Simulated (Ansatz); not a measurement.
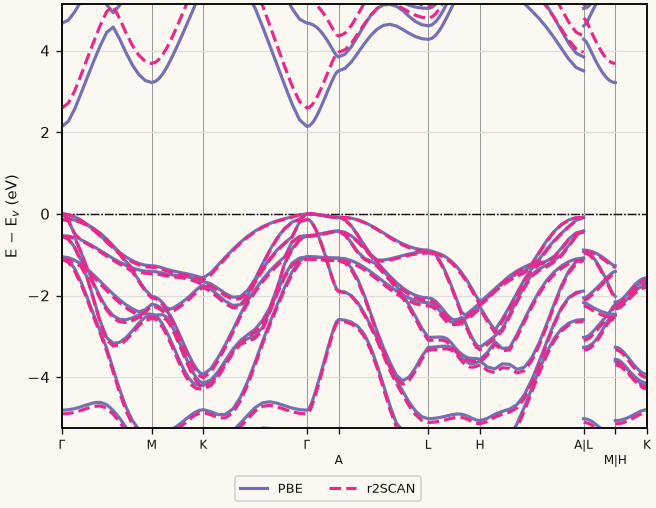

Band structures of AlGa2N3, space group P3m1 (No. 156), 6 atoms in the cell, by two methods on the same cell. Each is counted from its own valence-band top.

Question: What changes from one method to the other?

Answer: PBE gives a gap of 2.14 eV along the path and r2SCAN gives a gap of 2.59 eV along the path. Over the top 3 filled bands the two differ by 0.03 eV on average.

Settings. PBE: DFT PBE, scalar-relativistic, plane waves, PAW, no spin polarisation, 12×12×4 k mesh, 420 eV cutoff (Ansatz 0.2.0). r2SCAN: DFT r2SCAN, scalar-relativistic, plane waves, PAW, no spin polarisation, 12×12×4 k mesh, 500 eV cutoff (Ansatz).

The structure is an invented one, so it need not be a known or stable phase.
